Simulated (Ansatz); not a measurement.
**CHSi$_{2}$ (SMILES [Si+]#C[SiH]) (charge +1): density, localisation and related maps**

Input file:

```
basis:
  gaussian: {orbitals: def2-TZVPD}
crystal:
  periodic: [false, false, false]
  atoms:
    - {symbol: C, position_ang: [0.000000, 0.000000, -0.750953]}
    - {symbol: Si, position_ang: [0.000000, 0.000000, 0.879376]}
    - {symbol: Si, position_ang: [0.000000, 0.000000, -2.485152]}
    - {symbol: H, position_ang: [0.000000, 0.000000, 2.356729]}
total_charge: 1
hamiltonian: {xc: {name: PBE0}}
output: {forces: true, orbitals: {seedname: orbitals}}
```

Run with:

```sh
ansatz run input.yaml --threads 1 --pin off --max-ram 2610MiB --events-out events.jsonl --progress --plain --runs-dir runs
```

Geometry: PBE0-D3(BJ)/def2-SVP.

Computed with isolated molecule in a Gaussian basis; Kohn-Sham density functional theory, functional PBE0 in Ansatz.

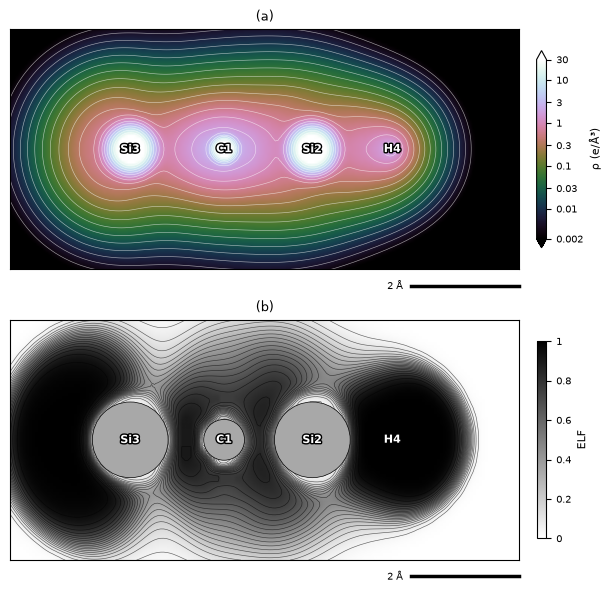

Figure 1. (a) electron density; (b) electron localisation function on a plane that holds the molecular axis. Grey discs cover the atomic cores in the ELF map.

Q: Interpret the plot.

A: The plane passes through C, Si and H nuclei. C–Si (1.63 Å): ρ is about 1.2 e/Å³ halfway; the ELF peaks at about 0.85 between the atoms (a covalent bond). Si–H (1.48 Å): ρ at the midpoint is about 0.86 e/Å³; the ELF climbs to about 1 towards the hydrogen, as it does in any bond to H. C–Si (1.73 Å): the density is about 1.1 e/Å³ at the midpoint; the ELF peaks at about 0.90 between the atoms; localised, covalent bonding. The ELF also peaks beside Si3, away from the bonds: lone-pair regions.

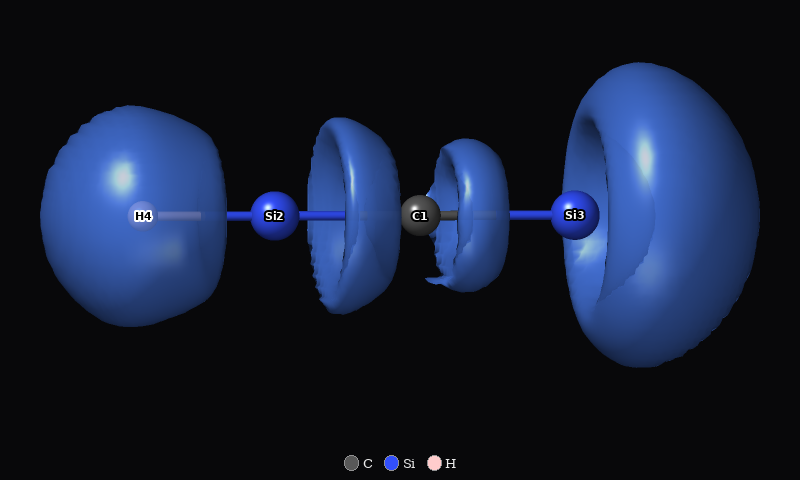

Figure 2. Isosurface of the electron localisation function at 0.8 (blue), seen from one side. Only the valence region is drawn (cores and ρ < 0.01 e/Å³ removed).

Q: What do the ELF domains correspond to?

A: The surface consists of two regions between bonded C–Si atoms (shared pairs), one region around a hydrogen nucleus and one lobe on Si, pointing away from the bonds (lone pairs).

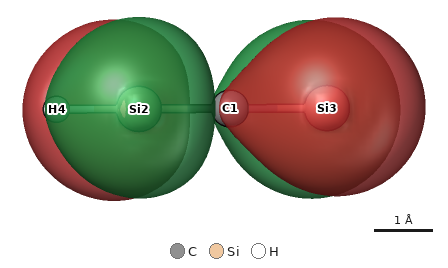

Figure 3. The LUMO at ±0.06 Å⁻³ᐟ² (green and red are the two phases), seen from one side.

Q: Describe this orbital and give its energy.

A: By Hirshfeld shares it lies mainly on Si2 (about 45 %), Si3 (about 45 %) and C1 (about 10 %). It is one of a degenerate set, so its orientation is arbitrary. Its energy is −8.35 eV.
